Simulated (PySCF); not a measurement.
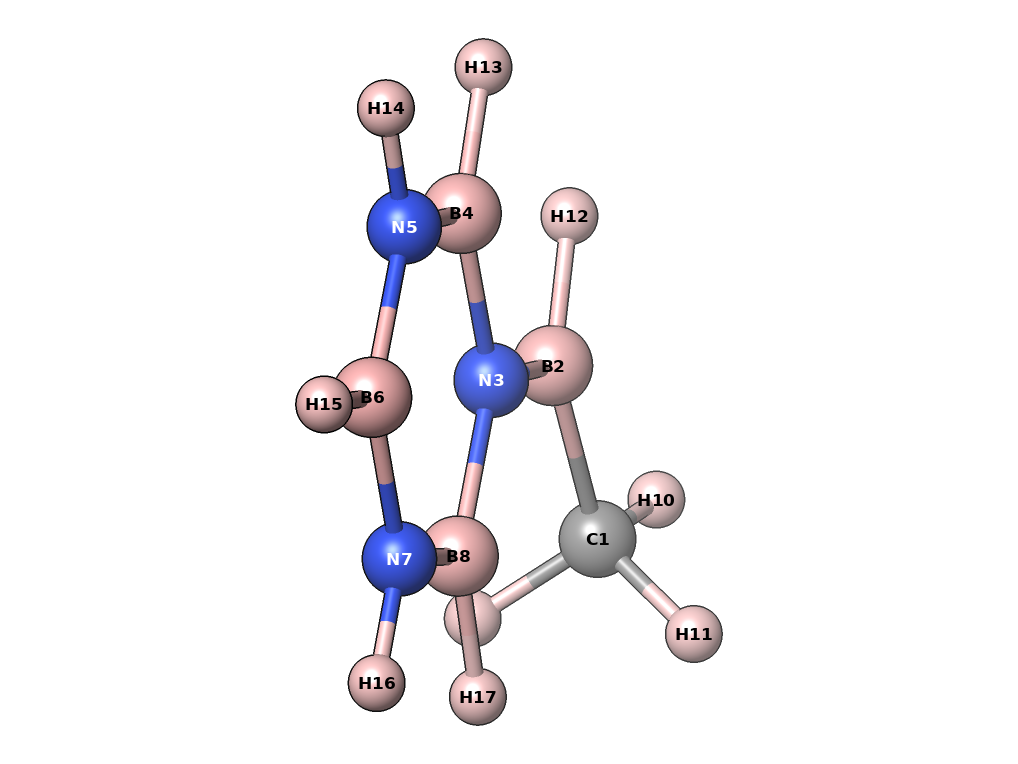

B2 lies behind N3. The molecule seen a little off the N3–B2 bond, N3 in front. Atoms fade into the background with distance from the viewer. The geometry was computed by an optimisation with GFN2-xTB. No frequency run is at hand to confirm it as a minimum.

What is the torsion angle B4–N3–B2–C1? The sign is positive where the front bond must turn clockwise to cover the back bond.

Answer. 177°, antiperiplanar (anti).
